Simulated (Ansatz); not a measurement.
```xyz
5

Ga    0.0000    0.0000   -0.0462
Cl    0.0000    0.0000    2.1249
H     1.4208    0.0000   -0.6812
H    -1.4208    0.0000   -0.6812
Cl    0.0000    0.0000    5.0337
```

Computed with Ansatz 0.2.0, UKS PBE0/def2-SVP.

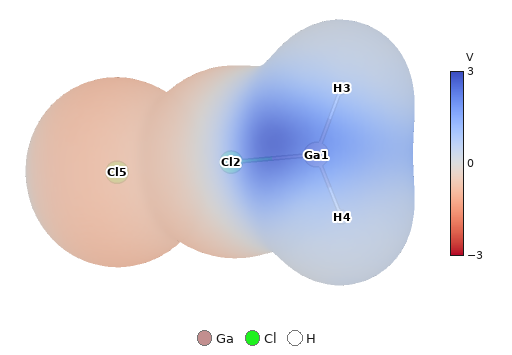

ClGaH2···Cl (doublet). The electrostatic potential painted on the density surface at 0.001 e/bohr³, seen at a tilt; the colour scale runs from red (negative) to blue (positive).

**Where is the surface potential most negative and most positive?**

The most negative region (about −0.8 V, or −18 kcal/mol for a unit charge) lies over Cl5, the most positive (about +2.5 V, or +58 kcal/mol for a unit charge) over Ga1.
